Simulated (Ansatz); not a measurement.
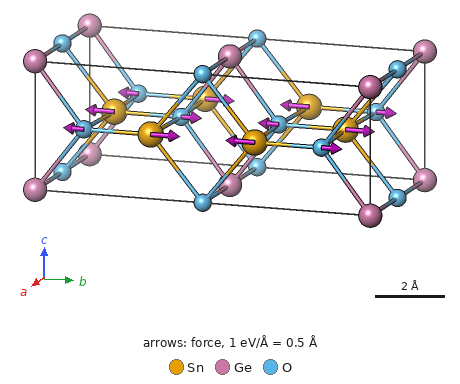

Starting geometry of crystalline Sn₂GeO₃ (a generated structure, set up in Cmmm) (coarse preliminary run) with the computed forces as purple arrows. Style: ball-and-stick. Shown: the conventional cell (2 times the calculation's cell), slightly off an axis. Lengths and directions refer to the drawn axes.

All numbers below come from DFT PBE, scalar-relativistic, plane waves, PAW in Ansatz 0.2.0. Settings: plane-wave cutoff 420 eV; k-point mesh 4 × 4 × 4; occupations gaussian; smearing width 0.1 eV; no spin polarisation; cell and atoms relaxed; force threshold 0.04 eV/Å; at most 70 steps.

**Is this structure relaxed? If not, where do the atoms go?**

It isn't relaxed: the largest force vector, on Sn atoms, is 1.82 eV/Å. The final displacements follow the starting forces only in part (cosine between the two patterns 0.55). Over 27 accepted moves (35 points after the start) the energy falls by 440 meV per atom. Largest force component: 1.8 eV/Å at the start, 0.014 eV/Å at the end. Pressure: 10.16 GPa at the start and 0.14 GPa at the end. The line search rejected the trial steps at points 10, 19, 22 of the run. The SCF was repeated 5 times at an unchanged geometry on a basis and grid sized afresh for the cell, which shifted the energy by 56.4 meV per atom at most. The largest moves relative to the cell, 1.23 Å, are those of O atoms. By element the largest moves are O 1.23 Å, Sn 0.05 Å. Ge stays in place. Cell: a 4.865 → 3.669 Å (−24.6 %), b 10.293 → 17.477 Å (+69.8 %), c 3.831 → 2.984 Å (−22.1 %). Volume −0.2 %. Among the contacts that change: O–Sn 2.055 → 4.674 Å, O–Sn 2.493 → 3.133 Å, Ge–O 2.432 → 1.834 Å, Ge–O 2.431 → 1.986 Å. Bonds break: O–Sn (2.05 → 4.67 Å). Among the angles between lasting bonds that change: O–Sn–O 175.4° → 103.6°, Sn–O–Sn 175.4° → 103.6°. The space group stays Cmmm (No. 65).

Limits of the set-up: the k-point mesh is coarse for a cell with partly filled bands.
